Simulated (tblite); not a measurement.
**C₆H₉GeNS: geometry relaxation (part 2 of 2)**

The same run, continued: C₆H₉GeNS, SMILES Nc1cccc([S][GeH3])c1; GFN2-xTB geometry optimisation, gas phase (tblite 0.8.0). It belongs to a series of runs on one base structure; here: constitutional isomer.

Geometry of the input (Å):
```
N  -2.8020  0.9210  -0.8500
C  -1.7281  0.1419  -0.3852
C  -1.9474  -0.7419  0.6743
C  -0.9127  -1.5179  1.1521
C  0.3385  -1.4149  0.5949
C  0.5707  -0.5403  -0.4601
S  2.2385  -0.4895  -1.1102
Ge 3.3741  1.0480  0.0315
C  -0.4462  0.2374  -0.9449
H  -2.6484  1.6873  -1.5452
H  -3.7872  0.7316  -0.4935
H  -2.9382  -0.8432  1.1358
H  -1.1212  -2.2116  1.9998
H  1.1683  -2.0158  0.9501
H  2.3889  1.8569  0.9275
H  4.3322  0.2711  0.9942
H  4.1790  1.9775  -0.9302
H  -0.2676  0.9086  -1.7527
```

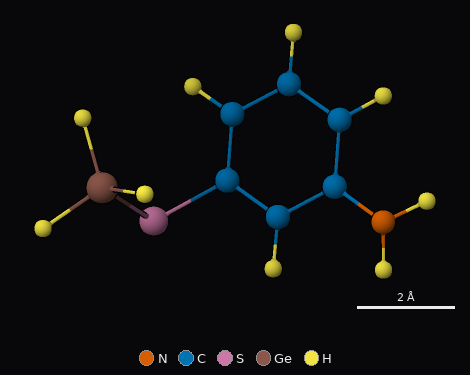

**Figure 1.** The geometry at step 78 of the log (ball-and-stick view, seen at a tilt).

### Trajectory as extended XYZ, continued
```
18
Properties=species:S:1:pos:R:3:forces:R:3 step=45 energy=-694.88094
N    -2.7073    1.0445   -0.7315   -0.0140  -0.0290  -0.0270
C    -1.6942    0.1976   -0.3389   -0.0090  -0.0020  -0.0040
C    -1.8795   -0.7023    0.7123   -0.0300  -0.0170  -0.0130
C    -0.8322   -1.4795    1.1633   -0.0060   0.0100  -0.0040
C     0.4200   -1.3840    0.5799    0.0110  -0.0190   0.0080
C     0.5996   -0.5091   -0.4779   -0.0170  -0.0280  -0.0200
S     2.1767   -0.4246   -1.3275    0.0230   0.0280  -0.0110
Ge    3.1933    0.9495    0.0565    0.0290   0.0020   0.0130
C    -0.4394    0.2718   -0.9423    0.0100   0.0390   0.0200
H    -2.6226    1.4525   -1.6485    0.0190   0.0040   0.0060
H    -3.6425    0.7660   -0.4844   -0.0260   0.0000   0.0160
H    -2.8563   -0.7912    1.1634   -0.0220   0.0210   0.0400
H    -0.9930   -2.1764    1.9728    0.0110   0.0250   0.0070
H     1.2412   -1.9890    0.9293    0.0380  -0.0340  -0.0130
H     2.1749    1.7639    0.7982   -0.0070   0.0180  -0.0290
H     4.0333    0.2251    1.0733   -0.0030  -0.0160   0.0100
H     4.0961    1.8471   -0.7385   -0.0080  -0.0100   0.0220
H    -0.2770    0.9444   -1.7712    0.0020   0.0070  -0.0210
18
Properties=species:S:1:pos:R:3:forces:R:3 step=49 energy=-694.88305
N    -2.7106    1.0415   -0.7317    0.0020  -0.0200  -0.0240
C    -1.6923    0.2029   -0.3351    0.0010  -0.0210  -0.0150
C    -1.8749   -0.6939    0.7191    0.0280  -0.0110   0.0070
C    -0.8243   -1.4737    1.1596    0.0160  -0.0110   0.0280
C     0.4265   -1.3873    0.5698   -0.0140   0.0080  -0.0190
C     0.6000   -0.5121   -0.4894    0.0170   0.0200   0.0020
S     2.1810   -0.4241   -1.3363   -0.0310   0.0340  -0.0070
Ge    3.1840    0.9444    0.0629   -0.0070   0.0030   0.0200
C    -0.4381    0.2780   -0.9422   -0.0070  -0.0310  -0.0210
H    -2.6208    1.4428   -1.6512   -0.0250   0.0150   0.0110
H    -3.6447    0.7568   -0.4836    0.0130   0.0230  -0.0110
H    -2.8477   -0.7706    1.1850    0.0380  -0.0040  -0.0010
H    -0.9792   -2.1682    1.9708   -0.0080  -0.0050   0.0460
H     1.2526   -1.9941    0.9116   -0.0530  -0.0030  -0.0240
H     2.1590    1.7682    0.7870    0.0030   0.0010  -0.0300
H     4.0041    0.2139    1.0907    0.0000  -0.0120   0.0160
H     4.0973    1.8376   -0.7205    0.0240   0.0050   0.0060
H    -0.2806    0.9441   -1.7783    0.0030   0.0080   0.0140
18
Properties=species:S:1:pos:R:3:forces:R:3 step=53 energy=-694.88669
N    -2.7110    1.0341   -0.7343    0.0290  -0.0350   0.0300
C    -1.6863    0.2034   -0.3340    0.0010  -0.0300  -0.0100
C    -1.8537   -0.6805    0.7353    0.0140   0.0490  -0.0060
C    -0.8009   -1.4641    1.1651   -0.0290   0.0080  -0.0200
C     0.4354   -1.3899    0.5433   -0.0150  -0.0070   0.0400
C     0.6040   -0.5127   -0.5148   -0.0740   0.0130   0.0410
S     2.1808   -0.4115   -1.3610    0.0280   0.0340  -0.0170
Ge    3.1622    0.9326    0.0794    0.0230  -0.0200  -0.0570
C    -0.4381    0.2791   -0.9544   -0.0360  -0.0140  -0.0350
H    -2.6275    1.4253   -1.6576   -0.0050   0.0310  -0.0280
H    -3.6438    0.7508   -0.4826   -0.0020   0.0010   0.0190
H    -2.8150   -0.7346    1.2275    0.0270  -0.0280  -0.0210
H    -0.9483   -2.1494    1.9884    0.0320   0.0380  -0.0260
H     1.2596   -2.0052    0.8667    0.0240  -0.0440   0.0140
H     2.1181    1.7734    0.7461   -0.0240   0.0210   0.0390
H     3.9343    0.1850    1.1332   -0.0250   0.0110   0.0090
H     4.1101    1.8206   -0.6690    0.0360  -0.0170   0.0060
H    -0.2887    0.9500   -1.7888   -0.0030  -0.0110   0.0190
18
Properties=species:S:1:pos:R:3:forces:R:3 step=58 energy=-694.88906
N    -2.7127    1.0272   -0.7365   -0.0140   0.0110  -0.0230
C    -1.6859    0.2002   -0.3390   -0.0040   0.0160   0.0160
C    -1.8416   -0.6677    0.7435   -0.0040  -0.0390  -0.0120
C    -0.7901   -1.4565    1.1642    0.0300   0.0090   0.0150
C     0.4421   -1.3930    0.5345    0.0080   0.0070  -0.0320
C     0.6016   -0.5138   -0.5238    0.0340  -0.0020  -0.0320
S     2.1781   -0.3986   -1.3758   -0.0050   0.0000  -0.0100
Ge    3.1528    0.9285    0.0814   -0.0240   0.0250   0.0230
C    -0.4423    0.2735   -0.9662    0.0060   0.0000   0.0200
H    -2.6335    1.4233   -1.6596   -0.0150  -0.0040   0.0250
H    -3.6437    0.7458   -0.4761    0.0020   0.0120   0.0070
H    -2.7956   -0.7203    1.2473   -0.0150  -0.0050  -0.0100
H    -0.9264   -2.1314    1.9953   -0.0140  -0.0100   0.0180
H     1.2641   -2.0211    0.8450   -0.0180   0.0250   0.0100
H     2.0989    1.7792    0.7318    0.0320  -0.0050   0.0030
H     3.8894    0.1744    1.1572   -0.0280   0.0050  -0.0050
H     4.1307    1.8064   -0.6393    0.0270  -0.0170  -0.0040
H    -0.2945    0.9502   -1.7957    0.0030  -0.0290  -0.0080
18
Properties=species:S:1:pos:R:3:forces:R:3 step=62 energy=-694.89048
N    -2.7135    1.0263   -0.7367    0.0190  -0.0200   0.0290
C    -1.6847    0.2011   -0.3384    0.0110  -0.0150   0.0000
C    -1.8332   -0.6653    0.7471    0.0020   0.0090  -0.0040
C    -0.7753   -1.4474    1.1668   -0.0310  -0.0200  -0.0160
C     0.4505   -1.3924    0.5232   -0.0170   0.0080   0.0170
C     0.6047   -0.5164   -0.5387   -0.0230   0.0070   0.0160
S     2.1768   -0.3892   -1.3931    0.0270   0.0100  -0.0020
Ge    3.1393    0.9286    0.0838    0.0220  -0.0240  -0.0210
C    -0.4434    0.2710   -0.9715    0.0030   0.0130  -0.0080
H    -2.6401    1.4173   -1.6616   -0.0080   0.0010   0.0030
H    -3.6427    0.7494   -0.4663   -0.0080   0.0080   0.0070
H    -2.7844   -0.7154    1.2578    0.0090  -0.0090  -0.0130
H    -0.9083   -2.1178    2.0034    0.0070   0.0070  -0.0090
H     1.2687   -2.0248    0.8328    0.0180   0.0300   0.0000
H     2.0843    1.7809    0.7207   -0.0070   0.0490   0.0070
H     3.8399    0.1656    1.1749   -0.0100  -0.0200   0.0090
H     4.1517    1.7893   -0.6127   -0.0090  -0.0200   0.0030
H    -0.2990    0.9453   -1.8031   -0.0050  -0.0130  -0.0170
18
Properties=species:S:1:pos:R:3:forces:R:3 step=66 energy=-694.89200
N    -2.7134    1.0213   -0.7323   -0.0240   0.0310  -0.0160
C    -1.6812    0.1996   -0.3391   -0.0200   0.0070  -0.0200
C    -1.8241   -0.6619    0.7498    0.0030  -0.0090   0.0020
C    -0.7656   -1.4441    1.1639    0.0290   0.0040   0.0090
C     0.4566   -1.3886    0.5141    0.0330   0.0110  -0.0040
C     0.6063   -0.5151   -0.5503    0.0220   0.0070  -0.0070
S     2.1799   -0.3790   -1.4095   -0.0600  -0.0120   0.0280
Ge    3.1269    0.9248    0.0850   -0.0280   0.0200   0.0620
C    -0.4437    0.2710   -0.9790   -0.0120  -0.0260  -0.0310
H    -2.6503    1.4115   -1.6585    0.0130   0.0020   0.0060
H    -3.6427    0.7529   -0.4533    0.0140  -0.0140   0.0260
H    -2.7711   -0.7103    1.2661   -0.0250  -0.0060   0.0000
H    -0.8882   -2.1044    2.0089   -0.0120  -0.0320  -0.0010
H     1.2785   -2.0179    0.8198    0.0190   0.0160   0.0130
H     2.0748    1.7985    0.7112    0.0410   0.0100  -0.0510
H     3.7818    0.1508    1.1958    0.0060  -0.0350   0.0120
H     4.1731    1.7624   -0.5851    0.0050   0.0020  -0.0120
H    -0.3064    0.9349   -1.8192   -0.0040   0.0230  -0.0170
18
Properties=species:S:1:pos:R:3:forces:R:3 step=70 energy=-694.89648
N    -2.7168    1.0144   -0.7208    0.0150   0.0160   0.0050
C    -1.6797    0.1904   -0.3498   -0.0310   0.0010   0.0320
C    -1.8103   -0.6660    0.7469    0.0010  -0.0440  -0.0480
C    -0.7450   -1.4410    1.1598    0.0320   0.0740   0.0290
C     0.4747   -1.3711    0.5050    0.0050   0.0240   0.0030
C     0.6080   -0.5087   -0.5713   -0.0760   0.0140  -0.0090
S     2.1717   -0.3521   -1.4307    0.0700   0.0210   0.0130
Ge    3.1059    0.9212    0.1028    0.0430  -0.0460  -0.0380
C    -0.4511    0.2612   -1.0091   -0.0690  -0.0210   0.0110
H    -2.6716    1.4095   -1.6440   -0.0110   0.0250  -0.0510
H    -3.6394    0.7668   -0.4047    0.0070  -0.0270   0.0000
H    -2.7605   -0.7234    1.2603    0.0450   0.0140   0.0010
H    -0.8551   -2.0893    2.0177   -0.0070  -0.0230  -0.0620
H     1.3110   -1.9795    0.8142    0.0100  -0.0040   0.0190
H     2.0868    1.8613    0.6753   -0.0120   0.0200  -0.0210
H     3.6656    0.1055    1.2354    0.0020  -0.0020   0.0210
H     4.2218    1.6947   -0.5337    0.0010  -0.0140   0.0110
H    -0.3248    0.9122   -1.8648   -0.0230  -0.0280   0.0830
18
Properties=species:S:1:pos:R:3:forces:R:3 step=74 energy=-694.90006
N    -2.7195    1.0128   -0.7145   -0.0220   0.0050  -0.0040
C    -1.6808    0.1879   -0.3526    0.0000   0.0030  -0.0210
C    -1.7923   -0.6636    0.7482   -0.0110   0.0180   0.0170
C    -0.7165   -1.4238    1.1597   -0.0140  -0.0200  -0.0230
C     0.4941   -1.3570    0.4897    0.0080   0.0190   0.0130
C     0.6062   -0.5027   -0.5953    0.0490  -0.0210  -0.0110
S     2.1744   -0.3315   -1.4517   -0.0290  -0.0050  -0.0190
Ge    3.0859    0.9087    0.1155    0.0070   0.0120   0.0240
C    -0.4636    0.2520   -1.0298    0.0340   0.0020   0.0180
H    -2.6905    1.4005   -1.6431   -0.0200  -0.0120   0.0140
H    -3.6341    0.7651   -0.3758   -0.0190   0.0030  -0.0290
H    -2.7322   -0.7112    1.2780   -0.0050  -0.0200   0.0310
H    -0.8185   -2.0759    2.0144   -0.0040  -0.0130  -0.0080
H     1.3365   -1.9609    0.7941   -0.0100   0.0260   0.0080
H     2.0804    1.8998    0.6354    0.0260  -0.0250  -0.0320
H     3.5522    0.0733    1.2770    0.0030   0.0160   0.0090
H     4.2563    1.6352   -0.4732    0.0280  -0.0110   0.0060
H    -0.3469    0.8975   -1.8878   -0.0220   0.0240   0.0080
18
Properties=species:S:1:pos:R:3:forces:R:3 step=78 energy=-694.90168
N    -2.7254    1.0064   -0.7114    0.0080  -0.0030   0.0050
C    -1.6820    0.1833   -0.3575   -0.0060   0.0090   0.0330
C    -1.7838   -0.6612    0.7501    0.0020  -0.0160   0.0050
C    -0.7026   -1.4177    1.1543    0.0020  -0.0070   0.0030
C     0.5065   -1.3427    0.4828   -0.0050  -0.0170  -0.0170
C     0.6109   -0.4988   -0.6107   -0.0410   0.0430   0.0170
S     2.1750   -0.3158   -1.4672    0.0100   0.0030  -0.0090
Ge    3.0783    0.9017    0.1250    0.0030  -0.0220  -0.0450
C    -0.4674    0.2473   -1.0411   -0.0320   0.0240  -0.0070
H    -2.7095    1.3972   -1.6380    0.0040  -0.0070  -0.0220
H    -3.6368    0.7668   -0.3597   -0.0170  -0.0190  -0.0120
H    -2.7172   -0.7118    1.2915   -0.0060  -0.0080   0.0010
H    -0.7960   -2.0707    2.0093   -0.0070  -0.0030   0.0010
H     1.3528   -1.9395    0.7875    0.0140  -0.0010   0.0200
H     2.0929    1.9270    0.6023   -0.0170   0.0150  -0.0040
H     3.4749    0.0592    1.3024    0.0160  -0.0100   0.0390
H     4.2880    1.5852   -0.4283    0.0550   0.0010  -0.0080
H    -0.3676    0.8904   -1.9029    0.0180   0.0170  -0.0020
18
Properties=species:S:1:pos:R:3:forces:R:3 step=82 energy=-694.90409
N    -2.7339    1.0053   -0.7130   -0.0280  -0.0090   0.0390
C    -1.6909    0.1840   -0.3531   -0.0070  -0.0020  -0.0190
C    -1.7942   -0.6721    0.7458   -0.0100  -0.0030  -0.0100
C    -0.7106   -1.4264    1.1484   -0.0030   0.0280   0.0330
C     0.5050   -1.3349    0.4909   -0.0180  -0.0040   0.0000
C     0.6068   -0.4859   -0.6000    0.0220  -0.0060   0.0110
S     2.1705   -0.3109   -1.4654   -0.0290   0.0000   0.0190
Ge    3.0990    0.8974    0.1176    0.0160   0.0250  -0.0070
C    -0.4747    0.2538   -1.0342    0.0220   0.0120   0.0250
H    -2.7152    1.3998   -1.6381    0.0280  -0.0130  -0.0170
H    -3.6483    0.7637   -0.3696   -0.0040  -0.0250  -0.0010
H    -2.7277   -0.7365    1.2866   -0.0060   0.0080  -0.0340
H    -0.8112   -2.0874    1.9962    0.0170  -0.0070   0.0090
H     1.3556   -1.9180    0.8148   -0.0170   0.0140  -0.0500
H     2.1203    1.9343    0.5901    0.0040   0.0030  -0.0020
H     3.4975    0.0667    1.3066    0.0000  -0.0040  -0.0010
H     4.3139    1.5734   -0.4418    0.0180  -0.0240  -0.0020
H    -0.3706    0.9002   -1.8934   -0.0050   0.0080   0.0060
18
Properties=species:S:1:pos:R:3:forces:R:3 step=86 energy=-694.90630
N    -2.7539    0.9906   -0.7107    0.0400   0.0270  -0.0310
C    -1.7018    0.1797   -0.3564    0.0040  -0.0110   0.0310
C    -1.8027   -0.6798    0.7403    0.0090   0.0050   0.0140
C    -0.7165   -1.4266    1.1483   -0.0030  -0.0220  -0.0160
C     0.4994   -1.3261    0.4933    0.0110   0.0370   0.0190
C     0.6029   -0.4722   -0.5928   -0.0370   0.0140  -0.0040
S     2.1629   -0.2945   -1.4595    0.0300   0.0050   0.0110
Ge    3.1241    0.9013    0.1162   -0.0050  -0.0120   0.0210
C    -0.4827    0.2597   -1.0318   -0.0220   0.0120  -0.0080
H    -2.7268    1.4110   -1.6252   -0.0090  -0.0420   0.0240
H    -3.6666    0.7365   -0.3732   -0.0030  -0.0160  -0.0210
H    -2.7364   -0.7465    1.2787   -0.0380  -0.0100  -0.0230
H    -0.8165   -2.1015    1.9855    0.0110   0.0290   0.0240
H     1.3550   -1.8978    0.8194    0.0130  -0.0340  -0.0270
H     2.1724    1.9699    0.5743    0.0150   0.0070  -0.0020
H     3.4956    0.0743    1.3195   -0.0170   0.0030  -0.0270
H     4.3656    1.5300   -0.4397    0.0010  -0.0170  -0.0160
H    -0.3827    0.8983   -1.8978    0.0020   0.0240   0.0320
18
Properties=species:S:1:pos:R:3:forces:R:3 step=91 energy=-694.91006
N    -2.7697    0.9792   -0.7079   -0.0280   0.0000   0.0260
C    -1.7127    0.1779   -0.3458    0.0070   0.0270  -0.0130
C    -1.8090   -0.6893    0.7443   -0.0060  -0.0040  -0.0160
C    -0.7137   -1.4264    1.1489    0.0070   0.0270   0.0090
C     0.5031   -1.2984    0.4997   -0.0050  -0.0370  -0.0260
C     0.5967   -0.4402   -0.5841    0.0400  -0.0120  -0.0070
S     2.1543   -0.2686   -1.4602   -0.0120  -0.0160  -0.0130
Ge    3.1456    0.8960    0.1153   -0.0170   0.0140   0.0040
C    -0.4951    0.2817   -1.0197    0.0260  -0.0030   0.0110
H    -2.7354    1.3840   -1.6277   -0.0210   0.0110  -0.0370
H    -3.6852    0.7089   -0.3889    0.0090  -0.0170  -0.0100
H    -2.7531   -0.7711    1.2637    0.0250  -0.0400   0.0130
H    -0.8024   -2.1096    1.9807   -0.0080   0.0280   0.0170
H     1.3662   -1.8712    0.8062   -0.0220  -0.0140   0.0190
H     2.2261    2.0072    0.5346    0.0430   0.0370   0.0060
H     3.4466    0.0742    1.3372   -0.0010  -0.0300   0.0090
H     4.4305    1.4450   -0.4276   -0.0280   0.0020  -0.0050
H    -0.4014    0.9273   -1.8803   -0.0090   0.0280   0.0130
18
Properties=species:S:1:pos:R:3:forces:R:3 step=95 energy=-694.91399
N    -2.7961    0.9618   -0.7116    0.0310   0.0210  -0.0120
C    -1.7244    0.1818   -0.3409   -0.0180  -0.0730  -0.0350
C    -1.8220   -0.6994    0.7392    0.0260   0.0330  -0.0090
C    -0.7196   -1.4226    1.1495   -0.0060   0.0070  -0.0010
C     0.4984   -1.2886    0.5025   -0.0290  -0.0250  -0.0140
C     0.5960   -0.4188   -0.5726   -0.0770  -0.0190   0.0070
S     2.1487   -0.2442   -1.4526    0.0010   0.0100  -0.0010
Ge    3.1769    0.9025    0.1145   -0.0860  -0.0020   0.0060
C    -0.5015    0.3000   -1.0045   -0.0170   0.0570   0.0260
H    -2.7602    1.3833   -1.6257    0.0010  -0.0330   0.0240
H    -3.7076    0.6545   -0.4166   -0.0060  -0.0040   0.0010
H    -2.7691   -0.8075    1.2495    0.0350   0.0050  -0.0040
H    -0.8084   -2.1038    1.9838    0.0080   0.0130  -0.0230
H     1.3539   -1.8746    0.8040    0.0190   0.0240   0.0220
H     2.3253    2.0734    0.5254    0.0490  -0.0110  -0.0190
H     3.4357    0.0792    1.3437   -0.0030  -0.0290   0.0220
H     4.4828    1.3698   -0.4421    0.0310   0.0330  -0.0180
H    -0.4177    0.9592   -1.8572    0.0400  -0.0070   0.0300
18
Properties=species:S:1:pos:R:3:forces:R:3 step=99 energy=-694.91622
N    -2.8085    0.9525   -0.7131   -0.0240  -0.0030   0.0090
C    -1.7348    0.1768   -0.3402   -0.0050   0.0160   0.0010
C    -1.8265   -0.7065    0.7369   -0.0040  -0.0140  -0.0090
C    -0.7196   -1.4211    1.1484   -0.0030  -0.0140  -0.0010
C     0.4976   -1.2776    0.5045    0.0060  -0.0030  -0.0060
C     0.5892   -0.4009   -0.5650    0.0100  -0.0150  -0.0120
S     2.1396   -0.2251   -1.4516   -0.0260   0.0020  -0.0040
Ge    3.1874    0.8977    0.1163    0.0260  -0.0090  -0.0120
C    -0.5087    0.3188   -0.9912    0.0000  -0.0160  -0.0110
H    -2.7696    1.3679   -1.6291   -0.0040  -0.0060  -0.0070
H    -3.7200    0.6349   -0.4279   -0.0010  -0.0020   0.0030
H    -2.7737   -0.8323    1.2412    0.0030   0.0200   0.0060
H    -0.8058   -2.1077    1.9770    0.0020  -0.0040   0.0170
H     1.3597   -1.8531    0.8089   -0.0030   0.0120   0.0040
H     2.3841    2.1083    0.4978    0.0140   0.0050   0.0180
H     3.4125    0.0731    1.3543   -0.0180   0.0090  -0.0070
H     4.5139    1.3165   -0.4410   -0.0100   0.0070   0.0100
H    -0.4256    0.9840   -1.8378    0.0370   0.0130   0.0030
18
Properties=species:S:1:pos:R:3:forces:R:3 step=103 energy=-694.91736
N    -2.8221    0.9434   -0.7119    0.0150  -0.0090   0.0020
C    -1.7408    0.1755   -0.3423    0.0110   0.0020   0.0120
C    -1.8249   -0.7093    0.7350   -0.0080  -0.0050  -0.0060
C    -0.7151   -1.4196    1.1462   -0.0070   0.0030   0.0030
C     0.4999   -1.2721    0.4992   -0.0090  -0.0110   0.0010
C     0.5855   -0.3944   -0.5696   -0.0020   0.0150   0.0170
S     2.1310   -0.2052   -1.4579    0.0170   0.0020  -0.0150
Ge    3.1944    0.8959    0.1159   -0.0110   0.0100   0.0160
C    -0.5145    0.3252   -0.9916   -0.0020  -0.0150  -0.0180
H    -2.7870    1.3591   -1.6281   -0.0040  -0.0030  -0.0080
H    -3.7299    0.6125   -0.4303   -0.0090  -0.0010   0.0080
H    -2.7693   -0.8357    1.2435   -0.0130   0.0110   0.0070
H    -0.7949   -2.1023    1.9795   -0.0070   0.0030  -0.0060
H     1.3635   -1.8438    0.8051    0.0170   0.0050  -0.0070
H     2.4360    2.1408    0.4871    0.0140  -0.0150  -0.0040
H     3.3622    0.0733    1.3640    0.0000   0.0030  -0.0130
H     4.5417    1.2664   -0.4225    0.0020   0.0010   0.0040
H    -0.4245    0.9966   -1.8330   -0.0040   0.0040   0.0070
18
Properties=species:S:1:pos:R:3:forces:R:3 step=107 energy=-694.91759
N    -2.8255    0.9385   -0.7118   -0.0030   0.0010  -0.0020
C    -1.7421    0.1739   -0.3423   -0.0030  -0.0010  -0.0030
C    -1.8250   -0.7111    0.7347    0.0000   0.0020   0.0030
C    -0.7131   -1.4188    1.1452    0.0010  -0.0010   0.0000
C     0.5015   -1.2684    0.4977    0.0020   0.0020  -0.0030
C     0.5854   -0.3890   -0.5700    0.0030  -0.0020  -0.0050
S     2.1307   -0.1979   -1.4609   -0.0040   0.0020   0.0020
Ge    3.1954    0.8947    0.1177    0.0060   0.0030  -0.0060
C    -0.5171    0.3254   -0.9936    0.0000   0.0030   0.0020
H    -2.7926    1.3552   -1.6277   -0.0020  -0.0070  -0.0020
H    -3.7330    0.6080   -0.4277    0.0090   0.0010   0.0040
H    -2.7691   -0.8354    1.2451    0.0010   0.0010   0.0010
H    -0.7906   -2.1023    1.9776   -0.0080   0.0000   0.0020
H     1.3688   -1.8356    0.8026   -0.0020   0.0000  -0.0010
H     2.4533    2.1511    0.4773    0.0010   0.0010   0.0050
H     3.3409    0.0726    1.3675    0.0030  -0.0010   0.0010
H     4.5522    1.2455   -0.4105    0.0000   0.0000   0.0040
H    -0.4288    0.9998   -1.8327   -0.0050   0.0000  -0.0020
```

### Key numbers

- outcome: converged
- total energy: −694.9176 eV
- hardware: 1 CPU thread, shared host
- wall time: 0.82 s
- peak memory: 0.18 GiB
